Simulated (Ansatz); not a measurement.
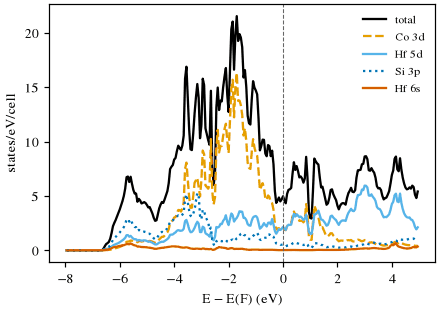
Fig. 1. Total and projected density of states of HfCoSi in space group Pnma (No. 62; Hf on 4c, Co on 4c, Si on 4c), r²SCAN (plane waves, PAW; program Ansatz)

Q: Which orbitals carry the states next to the Fermi level?

A: Within 0.5 eV of the Fermi level: Co 3d 45 %, Hf 5d 38 %, Si 3p 12 %. Projections are on Löwdin-orthogonalised atomic valence shells; empty p or d shells of many metals are not among them.

Q: Where is the tallest occupied peak in this window, and what makes it?

A: Near -1.7 eV, about 22 states/eV per cell; the largest projected share is Co 3d.

The workflow started from a Materials Project entry (that database holds measured and hypothetical structures alike); the Crystallography Open Database copy checked does not list it. Whether it is the stable phase at ambient conditions was not checked. Symmetry was held in the r²SCAN relaxation; its stability against distortions is not shown here. Magnetic state: ferromagnetic, chosen from 4 collinear starts compared on coarse meshes (ties went to the first, and starts can fall back to one state), not a proven ground state. Other orbital occupations within this spin state were not tried. Scalar-relativistic: spin–orbit coupling is off unless named, which matters more the heavier the elements.

Potentials: the later of the program's two PAW sets.
